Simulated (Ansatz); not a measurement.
# CH5ClGeOSi: up Jacob's ladder to CCSD(T)

How much do the methods differ for CH5ClGeOSi? The plan is to run it at one geometry with functionals of several rungs and with coupled cluster, and see how far each lands from CCSD(T) at the basis-set limit for the atomisation energy.

Method: functionals in def2-TZVPP, the program's frozen cores in correlated methods; program: Ansatz 0.2.0, Gaussian basis.

Levels to be run: PBE-D4, r2SCAN-D4, PBE0-D4, B3LYP-D4, ωB97X-V, ωB97M-V, B2PLYP; CCSD(T)/def2-TZVPP; MP2/def2-QZVPP; extrapolation to the limit.

**1. Structure used throughout**

The geometry comes from an earlier relaxation with PBE0-D4 in a triple-zeta def2 set; it is a stationary point, not always the lowest conformer.

SMILES `[CH3][Ge]1([Cl])[O][SiH2]1`, 10 atoms, charge 0, spin multiplicity 1.

Atoms are counted from 1 here; the program's logs count them from 0.

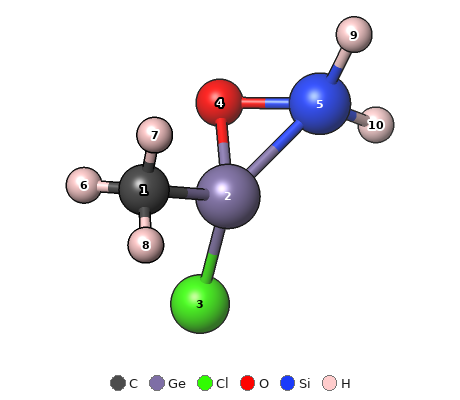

The geometry (carbon dark grey, germanium purple, chlorine green, oxygen red, silicon blue, hydrogen pink); atoms are numbered from 1 in the order of the file.

**2. PBE-D4 (GGA)**

Input file in.yaml:

```yaml
crystal:
  periodic: [false, false, false]
  atoms:
    - {symbol: C, position_ang: [-1.192216, -1.313393, 0.493473]}
    - {symbol: Ge, position_ang: [0.403681, -0.225991, 0.352785]}
    - {symbol: Cl, position_ang: [2.091486, -1.535001, 0.677638]}
    - {symbol: O, position_ang: [0.524537, 0.454672, -1.399352]}
    - {symbol: Si, position_ang: [0.790287, 1.825548, -0.519909]}
    - {symbol: H, position_ang: [-1.125590, -2.102061, -0.257185]}
    - {symbol: H, position_ang: [-2.071406, -0.697159, 0.307031]}
    - {symbol: H, position_ang: [-1.251802, -1.758409, 1.486153]}
    - {symbol: H, position_ang: [-0.239539, 2.892306, -0.595735]}
    - {symbol: H, position_ang: [2.153663, 2.408389, -0.541998]}
basis:
  gaussian: {orbitals: def2-TZVPP}
hamiltonian: {xc: pbe, dispersion: d4}
output: {forces: true, orbitals: {seedname: orbitals}}
```

On the command line:

```console
$ ansatz run in.yaml --threads 4 --pin off --events-out ev --progress --plain --max-ram 10444MiB
```

The runs that follow: r2SCAN-D4 (meta-GGA); PBE0-D4 (hybrid); B3LYP-D4 (hybrid); ωB97X-V (range-separated); ωB97M-V (range-separated); B2PLYP (double hybrid); CCSD(T) in def2-TZVPP; MP2 in def2-QZVPP.

Before running them: what should the planned runs give, taken together? Wanted: atomisation energy, CCSD(T)/CBS; farthest; mean size of error, hybrid; mean size of error, range-separated; gap, smallest and largest; T1 diagnostic; triples share of the correlation energy.

As calculated:

| quantity | value |
| --- | --- |
| atomisation energy, CCSD(T)/CBS | 819.1 kcal/mol |
| functionals within 8.2 kcal/mol (1.0 %) | PBE-D4, r2SCAN-D4, PBE0-D4, ωB97X-V, ωB97M-V |
| farthest | B2PLYP (-15.4 kcal/mol) |
| mean size of error, hybrid | 8.6 kcal/mol |
| mean size of error, range-separated | 2.5 kcal/mol |
| gap, smallest and largest | 3.66 eV (PBE-D4), 9.80 eV (ωB97X-V) |
| T1 diagnostic | 0.0129 |
| triples share of the correlation energy | 4.1 % |

PBE-D4 is off by +7.3 kcal/mol. Double hybrids carry the basis error of their MP2 part in triple zeta, and no dispersion term here, so their miss is partly the set-up's. Misses under about 8.2 kcal/mol are within the doubt on the reference itself, which lacks core-valence correlation, relativity and higher excitations, and its outer-core shells are covered unevenly. Hartree-Fock recovers 71 % of the binding; the rest is correlation. The gap grows from 3.7 to 9.8 eV across the functionals, mostly with the share of exact exchange. Correlated methods include outer-core shells of Ge, which these sets cover unevenly.
